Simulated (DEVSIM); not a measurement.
Device: abrupt Si n-p junction, at 300 K.

```csv
layer (left to right),material,thickness (μm),Nd (cm⁻³),Na (cm⁻³),τn (s),τp (s)
1,Si,1.40,2e15,-,3.3e-7,3.3e-7
2,Si,4.70,-,2.2e15,3.3e-7,3.3e-7
```

Left contact: ohmic. Right contact: ohmic. Voltage is applied to the left contact. Recombination: SRH at mid-gap, radiative. Mobility is μmin + (μ − μmin)/(1 + (N/Nref)^α).

This is a model device: material constants are rounded textbook-type values typed into the input, and sizes, dopings and lifetimes were drawn at random. Values at 300 K.

| parameter | Si |
|---|---|
| gap (eV) | 1.124 |
| affinity (eV) | 4.05 |
| permittivity | 11.7 |
| Nc (cm⁻³) | 2.86e19 |
| Nv (cm⁻³) | 3.1e19 |
| μn (cm²/Vs) | 1417 |
| μp (cm²/Vs) | 470 |
| μn,min | 52 |
| μp,min | 45 |
| Nref,n | 9.7e16 |
| Nref,p | 2.2e17 |
| αn | 0.68 |
| αp | 0.72 |
| B (cm³/s) | 4.7e-15 |

Model (solved in DEVSIM): 1D drift-diffusion, Boltzmann statistics, complete ionisation; no tunnelling, impact ionisation, image-force lowering or self-heating.

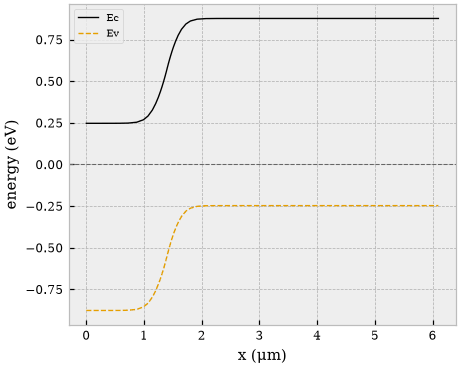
*Band edges at zero bias*

Energies count from the Fermi level of the right contact; mesh points crowd at the junctions.

```
x (μm)   Ec (eV)  Ev (eV)  n (cm⁻³)  p (cm⁻³)  field (V/cm)
-------  -------  -------  --------  --------  ------------
0.000      0.247   -0.877    2.0e15     58000           ≈ 0
0.02373    0.247   -0.877    2.0e15     58000           ≈ 0
0.07392    0.247   -0.877    2.0e15     58000           ≈ 0
0.1681     0.247   -0.877    2.0e15     58000           ≈ 0
0.4527     0.247   -0.877    2.0e15     58000           ≈ 0
0.8747     0.254   -0.870    1.5e15     75000           700
1.143      0.326   -0.798    9.4e13   1200000          5800
1.311      0.467   -0.657    4.1e11     2.8e8         11000
1.369      0.535   -0.589    2.9e10     4.0e9         13000
1.396      0.571   -0.553     7.3e9    1.6e10         14000
1.418      0.601   -0.523     2.3e9    5.1e10         13000
1.484      0.679   -0.445     1.1e8    1.0e12         11000
1.591      0.775   -0.349   2700000    4.3e13          7200
1.803      0.862   -0.262     96000    1.2e15          1600
2.502      0.877   -0.247     53000    2.2e15           ≈ 0
3.613      0.877   -0.247     53000    2.2e15           ≈ 0
4.829      0.877   -0.247     53000    2.2e15           ≈ 0
5.498      0.877   -0.247     53000    2.2e15           ≈ 0
5.877      0.877   -0.247     53000    2.2e15           ≈ 0
6.000      0.877   -0.247     53000    2.2e15           ≈ 0
6.064      0.877   -0.247     53000    2.2e15           ≈ 0
6.100      0.877   -0.247     53000    2.2e15           ≈ 0
```
